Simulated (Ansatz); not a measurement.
## Electronic structure of CH5BOSi (SMILES B1OC[SiH2]1) in real space

```json
{"atom": "B", "x (Å)": "-0.8466", "y (Å)": "0.4978", "z (Å)": "-1.0244"}
{"atom": "O", "x (Å)": "0.4721", "y (Å)": "0.8181", "z (Å)": "-1.0456"}
{"atom": "C", "x (Å)": "1.0700", "y (Å)": "0.1604", "z (Å)": "0.1157"}
{"atom": "Si", "x (Å)": "-0.6089", "y (Å)": "-0.6006", "z (Å)": "0.6564"}
{"atom": "H", "x (Å)": "-1.5929", "y (Å)": "0.9012", "z (Å)": "-1.8646"}
{"atom": "H", "x (Å)": "1.8519", "y (Å)": "-0.5200", "z (Å)": "-0.2261"}
{"atom": "H", "x (Å)": "1.5175", "y (Å)": "0.9186", "z (Å)": "0.7607"}
{"atom": "H", "x (Å)": "-0.6602", "y (Å)": "-2.0886", "z (Å)": "0.6340"}
{"atom": "H", "x (Å)": "-1.1144", "y (Å)": "-0.1335", "z (Å)": "1.9769"}
```

Geometry: PBE0-D4/def2-TZVP.

Method: RKS PBE0-D4/def2-TZVPP in Ansatz.

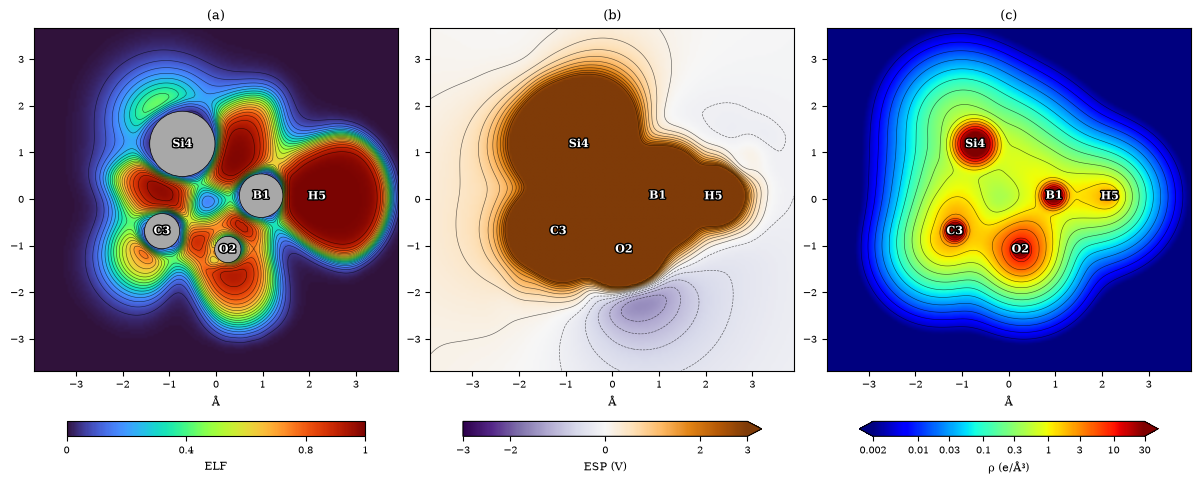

Figure 1. (a) electron localisation function; (b) electrostatic potential; (c) total electron density on the plane of atoms O2, B1 and H5. Grey discs cover the atomic cores in the ELF map.

> Read the bonding off the picture.

The plane passes through B, O, C, Si and H nuclei.
B–O (1.36 Å): the density is about 2.2 e/Å³ at the midpoint; the ELF peaks at about 0.90 between the atoms; a polar covalent bond.
C–O (1.46 Å): ρ is about 1.8 e/Å³ halfway, with its minimum of 1.6 e/Å³ about 0.5 Å from C; the ELF peaks at about 0.90 between the atoms (a polar covalent bond).
C–Si (1.92 Å): ρ at the midpoint is about 0.89 e/Å³; the ELF peaks at about 0.95 between the atoms (a covalent bond).
Si–B (2.02 Å): ρ at the midpoint is about 0.75 e/Å³; the ELF peaks at about 0.95 between the atoms; a covalent bond.
B–H (1.19 Å): ρ is about 1.3 e/Å³ halfway; the ELF climbs to about 1 towards the hydrogen, as it does in any bond to H: an ordinary covalent bond to hydrogen.
The ELF also peaks beside O2, away from the bonds: lone-pair regions.
Outside the dense part of the molecule the potential is most negative (−1.5 V) near O2.

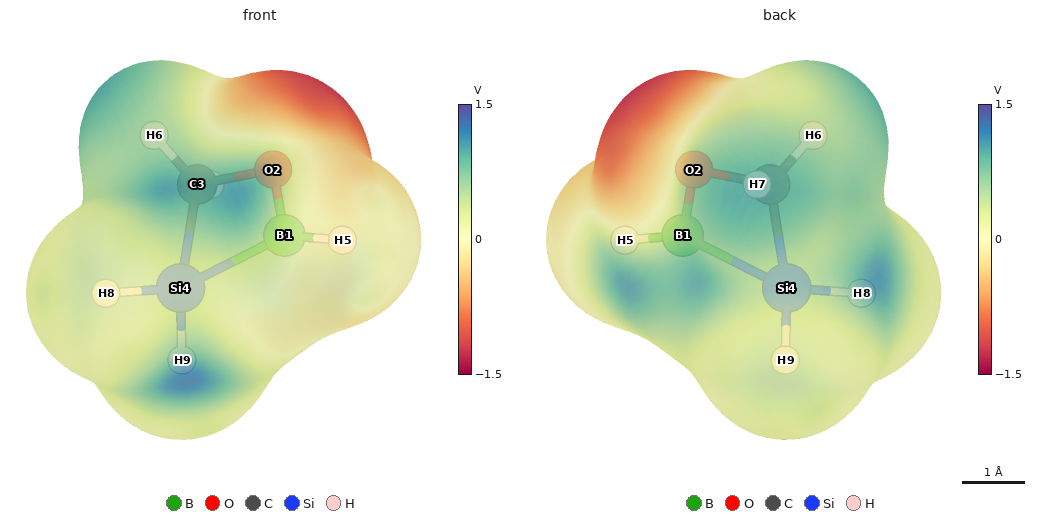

Figure 2. The electrostatic potential painted on the density surface at 0.002 e/bohr³, seen from the front and from behind; red is negative and blue positive.

> Where is the surface potential most negative and most positive?

The most negative region (about −1.2 V, or −28 kcal/mol for a unit charge) lies over O2, the most positive (about +1.2 V, or +28 kcal/mol for a unit charge) over Si4. O2 is the likeliest acceptor of a hydrogen bond.

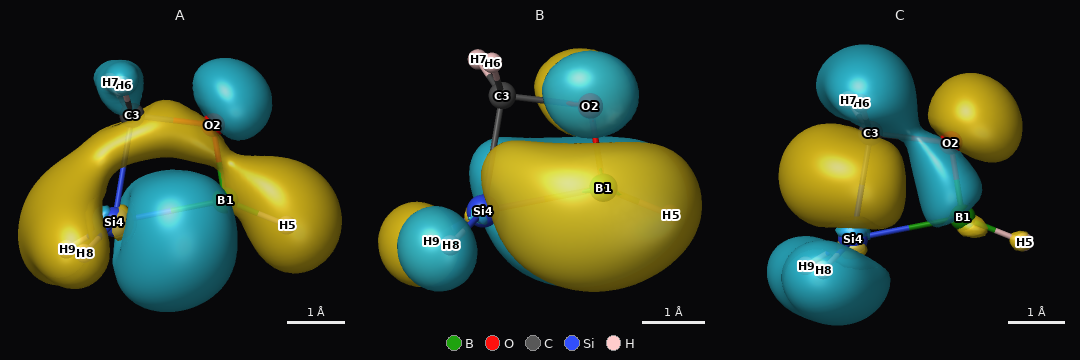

Figure 3. Three frontier orbitals at ±0.08 Å⁻³ᐟ² (yellow and cyan are the two phases), in no order.

> Which picture is the HOMO−1, the HOMO and the LUMO?

C is the HOMO−1 (−8.47 eV). It lies mainly on C3 (about 35 %), Si4 (about 25 %) and O2 (about 25 %). A is the HOMO (−7.56 eV). Its weight (Hirshfeld) is mainly on Si4 (about 35 %), B1 (about 30 %), O2 (about 10 %) and H5 (about 10 %). B is the LUMO (−1.10 eV). By Hirshfeld shares it lies mainly on B1 (about 50 %), Si4 (about 20 %) and O2 (about 15 %).

> What is the HOMO–LUMO gap?

6.46 eV between the orbital energies.

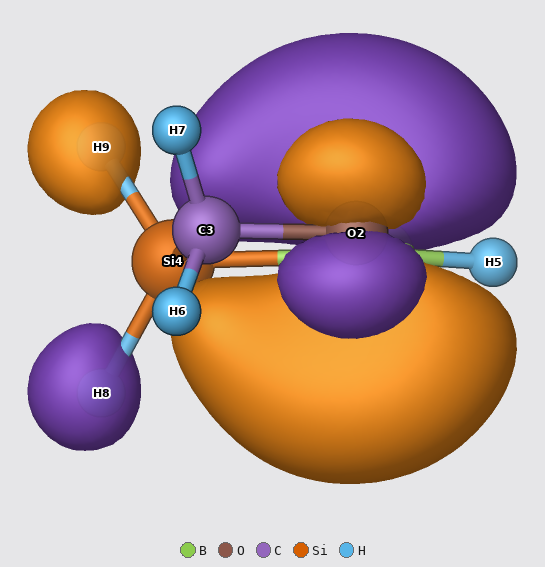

Figure 4. The LUMO at ±0.1 Å⁻³ᐟ² (orange and purple are the two phases), seen from one side.

> What is the character of this orbital?

It lies mainly on B1 (about 50 %), Si4 (about 20 %) and O2 (about 15 %). Its energy is −1.10 eV.
